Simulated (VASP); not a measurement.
## P2W under strain

How does the pressure of P2W answer to a change of volume? The bands are shown for each cell. All runs use PBEsol. Left out of this account: 1 further run (fields: a reference on another mesh). The start is a cell from a database of measured crystal structures.

Main program and level: VASP 6.6.1; PBEsol; plane waves and PAW (P, W).

### Step 1. Starting point

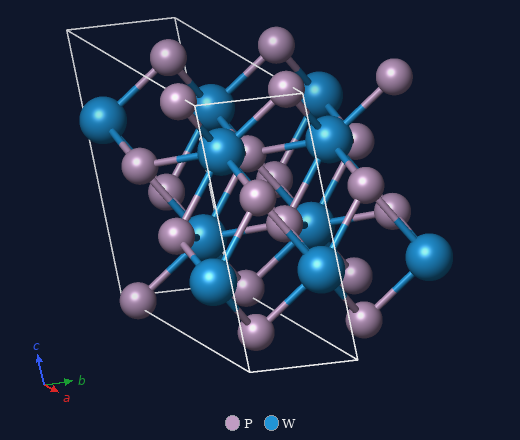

The starting structure, seen slightly off an axis (phosphorus pink, tungsten blue). 1×2×1 cells are drawn. This picture shows the conventional cell, with its axes. Some periodic images of atoms are drawn too.

### Step 2. Bands, cell as listed

Levels along the symmetry lines show where the bands peak and cross; KPOINTS_OPT computes them in the converged potential. PBEsol restores the gradient expansion of exchange and is tuned for the cells of solids.

INCAR

```
SYSTEM = P2W
PREC = Accurate
ENCUT = 400
EDIFF = 1E-06
NELM = 100
ISMEAR = -1
SIGMA = 0.05
LREAL = .FALSE.
ALGO = Normal
GGA = PS
NBANDS = 32
LASPH = .TRUE.
LORBIT = 11
LWAVE = .FALSE.
LCHARG = .FALSE.
KPAR = 4
```

POSCAR

```
P2W
1.0
    0.0000000000     -3.1680000000      0.0000000000
   -4.2500000000      1.5840000000      0.0000000000
   -0.5886594961      1.5840000000     -6.5065921737
P W
4 2
Direct
    0.8620000000      0.7481000000      0.9759000000
    0.1380000000      0.2519000000      0.0241000000
    0.4012000000      0.1992000000      0.6032000000
    0.5988000000      0.8008000000      0.3968000000
    0.1582000000      0.6099000000      0.7065000000
    0.8418000000      0.3901000000      0.2935000000
```

KPOINTS

```
Automatic mesh
0
Gamma
10 10 10
0 0 0
```

KPOINTS_OPT

```
Line mode
16
Line-mode
Reciprocal
  0.00000000  -0.50000000   0.00000000 X
  0.00000000   0.00000000   0.00000000 GAMMA

  0.00000000   0.00000000   0.00000000 GAMMA
  0.00000000   0.00000000  -0.50000000 Y

  0.00000000  -0.50000000  -0.50000000 L
  0.00000000   0.00000000   0.00000000 GAMMA

  0.00000000   0.00000000   0.00000000 GAMMA
  0.50000000   0.00000000   0.00000000 Z

  0.50000000  -0.50000000   0.00000000 N
  0.00000000   0.00000000   0.00000000 GAMMA

  0.00000000   0.00000000   0.00000000 GAMMA
  0.50000000   0.00000000  -0.50000000 M

  0.50000000  -0.50000000  -0.50000000 R
  0.00000000   0.00000000   0.00000000 GAMMA
```

Potentials, in the order of the species: P and W (PBE family, release 64).

On the command line:

```
mpirun -np 4 vasp_std
```

The program printed:

```text
[banner, memory and clock lines left out]
running    4 mpi-ranks, on    1 nodes
 distrk:  each k-point on    1 cores,    4 groups
 distr:  one band on    1 cores,    1 groups

 POSCAR found type information on POSCAR P W
 POSCAR found :  2 types and       6 ions
|                                                                             |
|               ----> ADVICE to this user running VASP <----                  |
|                                                                             |
|     You enforced a specific xc type in the INCAR file but a different       |
|     [... a line on the potential file left out ...]
|     I HOPE YOU KNOW WHAT YOU ARE DOING!                                     |
|                                                                             |

 LDA part: xc-table for (Slater+PW92), standard interpolation
 POSCAR, INCAR and KPOINTS ok, starting setup
 FFT: planning ... GRIDC
 FFT: planning ... GRID_SOFT
 FFT: planning ... GRID
 WAVECAR not read
 entering main loop
       N       E                     dE             d eps       ncg     rms          rms(c)
DAV:   1     0.700234400959E+02    0.70023E+02   -0.11275E+04 18048   0.717E+02
DAV:   2    -0.492064303959E+02   -0.11923E+03   -0.11018E+03 21752   0.175E+02
DAV:   3    -0.553716811870E+02   -0.61653E+01   -0.59904E+01 24152   0.360E+01
DAV:   4    -0.554491686806E+02   -0.77487E-01   -0.77356E-01 21968   0.465E+00
DAV:   5    -0.554504335772E+02   -0.12649E-02   -0.12646E-02 24304   0.540E-01    0.378E+01
DAV:   6    -0.540079640070E+02    0.14425E+01   -0.23252E+00 26272   0.862E+00    0.153E+01
DAV:   7    -0.537547997827E+02    0.25316E+00   -0.71844E-01 23456   0.553E+00    0.976E+00
DAV:   8    -0.536412342036E+02    0.11357E+00   -0.13994E-01 24016   0.247E+00    0.679E-01
DAV:   9    -0.536411677198E+02    0.66484E-04   -0.26303E-02 21928   0.746E-01    0.573E-01
DAV:  10    -0.536408077225E+02    0.36000E-03   -0.18581E-03 23792   0.191E-01    0.298E-01
DAV:  11    -0.536407000133E+02    0.10771E-03   -0.29420E-04 22944   0.825E-02    0.821E-02
DAV:  12    -0.536407075215E+02   -0.75082E-05   -0.81181E-05 23528   0.395E-02    0.209E-02
DAV:  13    -0.536407050919E+02    0.24297E-05   -0.29979E-06 22168   0.908E-03    0.131E-02
DAV:  14    -0.536407040414E+02    0.10505E-05   -0.11004E-06 16520   0.406E-03    0.332E-03
DAV:  15    -0.536407040428E+02   -0.14597E-08   -0.10757E-07 13360   0.161E-03
   1 F= -.53640704E+02 E0= -.53634284E+02  d E =-.128396E-01
 Start KPOINTS_OPT (optional k-point list driver)
k-point batch [1-112\112]
       N       E                     dE             ncg
DAV:   1     0.357350209101E+05   -0.18414E+05     7168
DAV:   2     0.221474510409E+05   -0.13588E+05     8552
DAV:   3     0.214345852601E+05   -0.71287E+03     9496
DAV:   4     0.214259799008E+05   -0.86054E+01     8480
DAV:   5     0.214258476920E+05   -0.13221E+00     9688
DAV:   6     0.214258442221E+05   -0.34699E-02     8480
DAV:   7     0.214258441063E+05   -0.11584E-03     9208
DAV:   8     0.214258441014E+05   -0.48718E-05     6800
DAV:   9     0.214258441010E+05   -0.36603E-06     6256
```

The job ended after 67 s (4 MPI ranks of Intel Xeon 6975P-C (Granite Rapids), shared host; peak memory 2.9 GiB; 4.4 min of CPU time).

The logs omit lines about the potential files and the build; timing stands in the text.

OUTCAR, selected parts (step 2):

```text
ion  position               nearest neighbor table
   1  0.862  0.748  0.976-   2 2.19   6 2.46   5 2.48   5 2.48   2 2.63   2 2.63
   2  0.138  0.252  0.024-   1 2.19   5 2.46   6 2.48   6 2.48   1 2.63   1 2.63
   3  0.401  0.199  0.603-   5 2.49   5 2.49   5 2.53   6 2.64   6 2.64   4 2.76   4 2.76   4 2.78

  LATTYP: Found a base centered monoclinic cell.
 ALAT       =     8.5000000000
 B/A-ratio  =     0.3727058824
 C/A-ratio  =     0.8783529412
 COS(beta)  =    -0.4904018891

 Subroutine GETGRP returns: Found  4 space group operations
 (whereof  4 operations were pure point group operations)

The static configuration has the point symmetry C_2h.

 Found    282 irreducible k-points:

   k-points           NKPTS =    282   k-points in BZ     NKDIM =    282   number of bands    NBANDS=     32

   dimension x,y,z NGX =    24 NGY =   30 NGZ =   48
   dimension x,y,z NGXF=    48 NGYF=   60 NGZF=   96

   ENCUT  =  400.0 eV  29.40 Ry    5.42 a.u.   5.17  7.40 10.96*2*pi/ulx,y,z

   NELECT =      32.0000    total number of electrons

 k-points in reciprocal lattice and weights: Automatic mesh
   0.00000000  0.00000000  0.00000000       0.001
   0.10000000 -0.00000000 -0.00000000       0.004
   0.20000000 -0.00000000 -0.00000000       0.004
   0.30000000 -0.00000000  0.00000000       0.004
   0.40000000  0.00000000  0.00000000       0.004
   0.50000000 -0.00000000 -0.00000000       0.002
   0.00000000  0.10000000 -0.00000000       0.002
   0.10000000  0.10000000 -0.00000000       0.004
   0.20000000  0.10000000 -0.00000000       0.004
[...]
0.00000000  0.40000000  0.50000000       0.002
   0.00000000  0.50000000  0.50000000       0.001

 average (electrostatic) potential at core
       1 -80.0234       2 -80.0234       3 -79.9315       4 -79.9315       5 -36.1253
       6 -36.1253

 E-fermi :   9.3631

 k-point     1 :       0.0000    0.0000    0.0000
  band No.  band energies     occupation
    ...
     12       6.3757      2.00000
     13       7.0559      2.00000
     14       7.2175      2.00000
     15       7.6230      2.00000
     16       9.0422      1.99674
     17       9.8130      0.00025
     18      10.4220      0.00000
     19      11.1640      0.00000
     20      12.3315      0.00000
     21      13.0009      0.00000
    ...

 k-point     2 :       0.1000   -0.0000   -0.0000
  band No.  band energies     occupation
    ...
     12       6.2907      2.00000
     13       6.5152      2.00000
     14       7.1227      2.00000
     15       7.5918      2.00000
     16       9.1634      1.96381
     17       9.9789      0.00001
     18      10.3053      0.00000
     19      11.3050      0.00000
     20      12.1823      0.00000
     21      12.8591      0.00000
    ...

 k-point     3 :       0.2000   -0.0000   -0.0000
  band No.  band energies     occupation
    ...
     12       6.0664      2.00000
     13       6.2522      2.00000
     14       6.9062      2.00000
     15       7.3859      2.00000
     16       9.2518      1.80503
     17       9.4255      0.44616
     18      10.7062      0.00000
     19      11.4502      0.00000
     20      12.2286      0.00000
     21      12.6381      0.00000
    ...

  Total       -1.5621981     -1.5796455     -1.3048479      0.0000000      0.0000000      0.0753696
  in kB      -28.5705759    -28.8896672    -23.8639753      0.0000000      0.0000000      1.3784125
  external PRESSURE =     -27.1080728 kB  Pullay stress =       0.0000000 kB

  energy-cutoff  :      400.00
  volume of cell :       87.60
      direct lattice vectors                 reciprocal lattice vectors
     0.000000000 -3.168000000  0.000000000    -0.117647059 -0.315656566 -0.066201466
    -4.250000000  1.584000000  0.000000000    -0.235294118  0.000000000  0.021287352
    -0.588659496  1.584000000 -6.506592174     0.000000000  0.000000000 -0.153690284

 POSITION                                       TOTAL-FORCE (eV/Angst)
 -----------------------------------------------------------------------------------
     -3.75390     -0.00000     -6.34978         0.097836      0.000000      0.057400
     -1.08476      0.00000     -0.15681        -0.097836      0.000000     -0.057400
     -1.20168     -0.00000     -3.92478         0.055915     -0.000000      0.149102
     -3.63698      0.00000     -2.58182        -0.055915      0.000000     -0.149102
     -3.00796      1.58400     -4.59691        -0.013267      0.000000      0.062668
     -1.83070     -1.58400     -1.90968         0.013267     -0.000000     -0.062668
 -----------------------------------------------------------------------------------
    total drift:                               -0.000000      0.000000      0.000000

  FREE ENERGIE OF THE ION-ELECTRON SYSTEM (eV)
  ---------------------------------------------------
  free  energy   TOTEN  =       -53.6407040428 eV

  energy  without entropy=      -53.6278644068  energy(sigma->0) =      -53.63428422

 total charge
# of ion       s       p       d       tot
------------------------------------------
    1        1.030   1.436   0.000   2.466
    2        1.030   1.436   0.000   2.466
    3        1.033   1.401   0.000   2.434
    4        1.033   1.401   0.000   2.434
    5        0.570   0.702   4.450   5.722
    6        0.570   0.702   4.450   5.722
--------------------------------------------------
tot          5.266   7.079   8.899  21.244

[... 3 further parts left out ...]
```

Spin-orbit coupling is off here; with elements this heavy it splits and shifts levels by tenths of an eV or more. The cell is typed on its shortest vectors, so the axes of tensors and the coordinates of k-points follow the printed cell and not the standard setting. The PAW data sets were made with PBE, which is usual practice but a small mismatch for other functionals. At this level the cell is under a tension of 2.7 GPa, so at these settings it is away from equilibrium. The data set W keeps the semicore shell frozen, which is cheaper and a little less accurate.

Numbers from this step:

```
SCF cycles              : 15
electrons               : 32
bands                   : 32
irreducible k-points    : 282
symmetry operations     : 4
free energy (TOTEN)     : -53.6407 eV
energy at zero smearing : -53.6343 eV
Fermi energy            : 9.363 eV
pressure                : -2.711 GPa
metallic                : yes
```

The electronic bands at the labelled points (eV, zero at the Fermi level; # counts the bands kept, so #1 is VASP's band 4):

```
    point    #10    #11    #12    #13    #14   #15   #16   #17
        X  -1.92  -1.88  -1.00  -0.44   0.66  1.10  1.22  2.25
        Γ  -2.31  -2.15  -1.74  -0.32   0.45  1.06  1.80  2.97
        Y  -2.95  -1.53  -1.47  -1.03   1.50  1.72  2.08  2.29
jump to L  -1.88  -1.19  -1.02  -0.44  -0.27  1.55  1.97  2.00
        Γ  -2.31  -2.15  -1.74  -0.32   0.45  1.06  1.80  2.97
        Z  -3.48  -2.78  -1.98   0.34   1.61  1.76  2.08  2.49
jump to N  -3.09  -2.74  -1.82  -0.93   0.75  1.41  2.18  2.85
        Γ  -2.31  -2.15  -1.74  -0.32   0.45  1.06  1.80  2.97
        M  -3.09  -2.74  -1.82  -0.93   0.75  1.41  2.18  2.85
jump to R  -3.48  -2.78  -1.98   0.34   1.61  1.76  2.08  2.49
        Γ  -2.31  -2.15  -1.74  -0.32   0.45  1.06  1.80  2.97
```

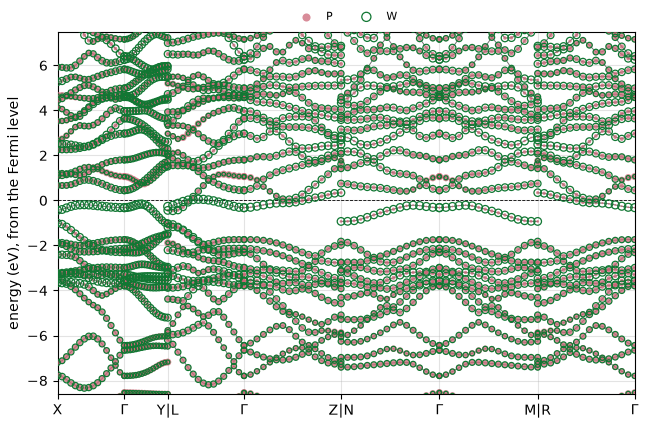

Electronic bands along the path; dots are coloured as in the legend, and their area grows with the weight.

Force by atom:

```
atom  x (eV/Å)  y (eV/Å)  z (eV/Å)   size
  P1     0.098     0.000     0.057  0.113
  P2    -0.098     0.000    -0.057  0.113
  P3     0.056     0.000     0.149  0.159
  P4    -0.056     0.000    -0.149  0.159
  W5    -0.013     0.000     0.063  0.064
  W6     0.013     0.000    -0.063  0.064
```

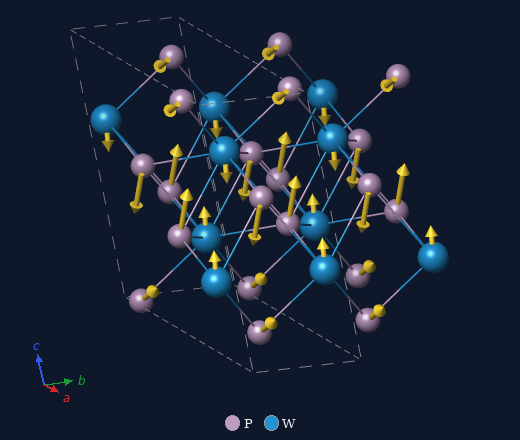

Force as arrows, the longest 0.159 eV/Å. 1×2×1 conventional cells are drawn. Some periodic images of atoms are drawn too.

There is no gap at this level.

[end of part 1 of 4]

[Lines on the potential files, build, host, timing and source positions are cut from VASP's logs without a mark.]

[Logs are printed without paths, hosts, clocks, repeated set-up lines and the standing remarks that a program may print on its own settings, such as how far it seeks lower states.]

[Hosts, paths, dates, database ids (printed as entryN), source tags and the programs' standing remarks are cut or masked in the printed files.]

[A measured line is paired with the nearest computed mode of its activity, which favours agreement.]
